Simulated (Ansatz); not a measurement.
**The pair BrH···N₂: a pair, distance and turn**

How does the energy of the pair BrH···N₂ change over two coordinates at once? A grid of runs gives the map.

Computed with Ansatz 0.2.0. Level: RKS BHLYP-D4/def2-TZVPD.

**1. The starting structure**

4 atoms, charge 0, spin multiplicity 1.

Atoms are counted from 1 here; the program's logs count them from 0.

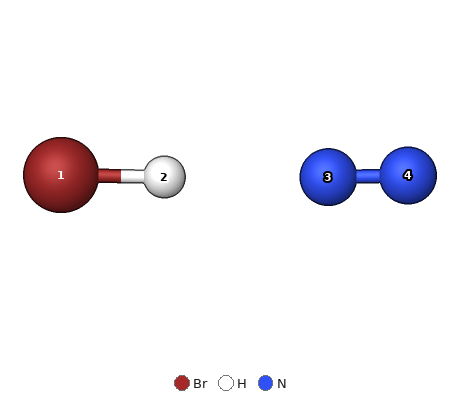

The starting geometry (bromine red, hydrogen white, nitrogen blue); atoms are numbered from 1 in the order of the file.

As a file:

```xyz
4

Br    0.0084    0.0582   -2.5016
H    -0.0022    0.0424   -1.0618
N    -0.0058   -0.0233    1.2272
N    -0.0003   -0.0773    2.3361
```

**5. The grid**

First coordinate, distance N3···Br1: 11 values from 3.265 to 4.665 Å. Second coordinate, turn of Br1, H2 about its own atom Br1: 10 values from −180 to 144 °, periodic.

Nothing else is relaxed (both partners rigid). Energies count from the two partners far apart, frozen as in the relaxed pair, each in its own basis (no counterpoise correction). Points are written as (first, second).

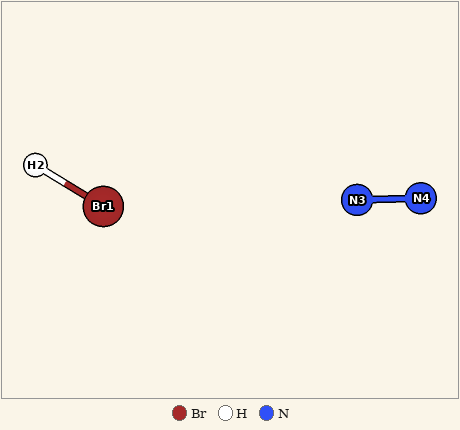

The geometry at (4.289 Å, −144°).

(The set-up runs are not shown.)

**6. Point (4.289 Å, −144°)**

Input file input.yaml:

```yaml
crystal:
  periodic: [false, false, false]
  atoms:
    - { symbol: Br, position_ang: [0.005557, 0.082572, -2.967278] }
    - { symbol: H, position_ang: [-0.23211, 0.90952, -4.088823] }
    - { symbol: "N", position_ang: [-0.002427, -0.036758, 1.320054] }
    - { symbol: "N", position_ang: [-0.004419, -0.066768, 2.39662] }
basis:
  gaussian: { orbitals: def2-TZVPD }
hamiltonian:
  xc: { name: BHLYP }
  dispersion: d4
output:
  forces: true
```

Started as:

```
$ ansatz run input.yaml --threads 1 --pin off --max-ram 2560MiB --backend cpu --events-out ev --progress --plain --runs-dir out
```

Further runs follow: all other points of the grid.

**Question.** What will these runs give? Wanted: lowest point; highest computed point; largest force on an atom.

As calculated:

| quantity | value |
| --- | --- |
| lowest point | (3.949 Å, 0°), −414 cm⁻¹ |
| highest computed point | (3.265 Å, 0°), 1089 cm⁻¹ above the lowest |
| largest force on an atom (eV/Å) | 0.02 at (3.949 Å, 0°) to 0.73 at (3.265 Å, 0°); 0.02 at the lowest point |
| time for the whole task | 7.5 min on 1 thread, shared host |

The lowest computed point is at (3.949 Å, 0°), −414 cm⁻¹ from the two partners far apart, frozen as in the relaxed pair, each in its own basis (no counterpoise correction). The grid is coarse, so the true minimum lies between grid points and may sit elsewhere than the lowest one. A higher local minimum lies near (3.412 Å, −180°) (136 cm⁻¹ above the lowest at that grid point). The highest computed point, (3.265 Å, 0°), lies 1089 cm⁻¹ above the lowest. On the interpolated surface the easiest way out of the lowest well to the well at (3.412 Å, −180°) passes a barrier of about 360 cm⁻¹. Round the minimum the two coordinates are nearly uncoupled. Without a counterpoise correction the wells come out somewhat too deep.
